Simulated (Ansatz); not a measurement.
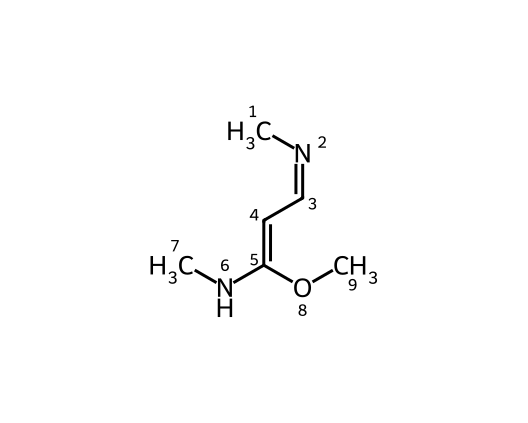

Skeletal drawing with numbered atoms; wedges and dashes mark any stereocentres. The configuration is that of a computed structure (PBE-D4/def2-SVP).

> Give the R/S and E/Z labels.

N2=C3: Z; C4=C5: Z.
